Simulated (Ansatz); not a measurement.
# AlH5S (Al(H2S)H3): CCSDTQ/STO-3G

Aim: the energy change on altering one bond length of AlH5S (Al(H2S)H3) at CCSDTQ/STO-3G, from 2 runs. 

The calculation is run with Ansatz 0.2.0.

44 further runs of the same task are left out: 44 set aside as unsound or not needed.

## Step 1: The molecule

The species is AlH5S (7 atoms), meant as a singlet with charge 0. SMILES: `[H][Al]([H])([H])<-[SH2]`. Geometry: a GFN2-xTB relaxation, a rough one for these elements and not checked as a minimum.

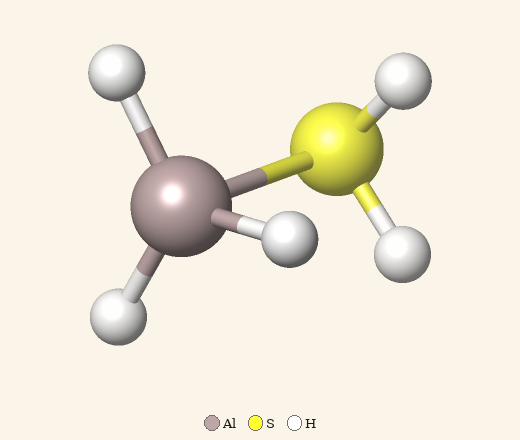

The structure, seen from a chosen angle (aluminium light grey, sulfur yellow, hydrogen white).

## Step 2: A single-point energy at CCSDTQ/STO-3G

File input.yaml:

```yaml
crystal:
  periodic: [false, false, false]
  atoms:
    - {symbol: Al, position_ang: [0.129800, -0.221970, -1.011590]}
    - {symbol: S, position_ang: [0.151830, -0.251940, 1.458910]}
    - {symbol: H, position_ang: [0.512600, 1.030130, 1.485280]}
    - {symbol: H, position_ang: [-1.145480, 0.049310, 1.476400]}
    - {symbol: H, position_ang: [1.682150, -0.187190, -1.188640]}
    - {symbol: H, position_ang: [-0.666140, 1.139260, -1.046260]}
    - {symbol: H, position_ang: [-0.664760, -1.557600, -1.174090]}
basis:
  gaussian:
    orbitals: STO-3G
accuracy: high
scf:
  omitted_lower_state_checks: [cluster_reference, increment]
correlation:
  method: ccsdtq
  frozen_orbitals: {Al: 5, H: 0, S: 5}
```

Run with:

```sh
$ ansatz run input.yaml --threads 1 --pin off --max-ram 2610MiB --events-out events.jsonl --progress --plain --runs-dir runs
```

Standard output, cut to the lines that bear on the results:

```text
Warning: RAYON_NUM_THREADS=1 ignored (pool sized by the plan → 1); use --threads N
Functional definition: HF
  name "HF"
[...]
408 factors; integrals over basis functions are off by at most 1.4e-8 eV
[...]
mean field -17280.82142167 eV, -635.0584738849 hartree, gradient 2.2e-8 eV, S^2 0.000000; 0 other end points of the search recorded, 0 dependent functions left out
10 core orbitals not correlated: weight in the atoms' cores, before any rotation towards them, 0.999 or more for the frozen orbitals, at most 0.000 for the correlated occupied ones
reference -17280.82142167 eV, -635.0584738849 hartree; 7, 7 occupied and 6, 6 virtual orbitals, 408 factors
second order -1.81044174 eV of doubles, -0.00000000 eV of singles
cycle   1  -2.34628591 eV  change   -5.4e-1 eV  update   6.2e-2
[...]
cycle  19  -2.65836697 eV  change  -1.8e-10 eV  update  3.1e-10
Total energy: -17283.47978864 eV, -635.1561670693 hartree
Checks for a lower state left out: cluster_reference, increment
```

Wall time 3.3 s (1 thread of Arm Neoverse V2, shared host); peak memory 0.11 GiB.

## Step 3: The distorted shape, same level

File in.yaml:

```yaml
crystal:
  periodic: [false, false, false]
  atoms:
    - {symbol: Al, position_ang: [-0.258286, -0.230665, -0.967328]}
    - {symbol: S, position_ang: [-0.236256, -0.260635, 1.503172]}
    - {symbol: H, position_ang: [0.124514, 1.021435, 1.529542]}
    - {symbol: H, position_ang: [-1.533566, 0.040615, 1.520662]}
    - {symbol: H, position_ang: [1.682150, -0.187190, -1.188640]}
    - {symbol: H, position_ang: [-1.054226, 1.130565, -1.001998]}
    - {symbol: H, position_ang: [-1.052846, -1.566295, -1.129828]}
basis:
  gaussian: {orbitals: STO-3G}
correlation: {method: ccsdtq, frozen_orbitals: {Al: 5, H: 0, S: 5}}
accuracy: high
scf: {omitted_lower_state_checks: [cluster_reference, increment]}
```

Run with:

```sh
$ ansatz run in.yaml --threads 1 --pin off --max-ram 2610MiB --events-out events.jsonl --progress --plain --runs-dir runs
```

Standard output, cut to the lines that bear on the results:

```text
Warning: RAYON_NUM_THREADS=1 ignored (pool sized by the plan → 1); use --threads N
Functional definition: HF
  name "HF"
[...]
408 factors; integrals over basis functions are off by at most 8.7e-9 eV
[...]
mean field -17279.10297136 eV, -634.9953220008 hartree, gradient 9.5e-9 eV, S^2 0.000000; 0 other end points of the search recorded, 0 dependent functions left out
10 core orbitals not correlated: weight in the atoms' cores, before any rotation towards them, 0.999 or more for the frozen orbitals, at most 0.000 for the correlated occupied ones
reference -17279.10297136 eV, -634.9953220008 hartree; 7, 7 occupied and 6, 6 virtual orbitals, 408 factors
second order -2.01158075 eV of doubles, -0.00000000 eV of singles
cycle   1  -2.62369487 eV  change   -6.1e-1 eV  update   7.4e-2
[...]
cycle  19  -3.01244085 eV  change  -1.9e-10 eV  update   1.7e-9
Total energy: -17282.11541221 eV, -635.1060271601 hartree
Checks for a lower state left out: cluster_reference, increment
```

It took 3.6 s on 1 thread of Arm Neoverse V2, shared host; peak memory 0.11 GiB.

## Step 4: Summary of results

Level: CCSDTQ/STO-3G, 10 core orbitals frozen.

```
                                                          quantity          value
                                         first shape: total energy  -635.15617 Eh
         first shape: correlation energy (10 core orbitals frozen)      -97.7 mEh
                                        first shape: T1 diagnostic          0.006
                                     distorted shape: total energy  -635.10603 Eh
     distorted shape: correlation energy (10 core orbitals frozen)     -110.7 mEh
                                    distorted shape: T1 diagnostic          0.009
energy change with the Al1–H5 bond stretched from 1.563 to 1.953 Å       1.364 eV
```

What this shows: With the Al1–H5 bond stretched from 1.563 to 1.953 Å the energy rises by 1.36 eV (31 kcal/mol). The first shape isn't relaxed at this level, so the change isn't measured from a minimum. The minimal basis adds a large error of its own.
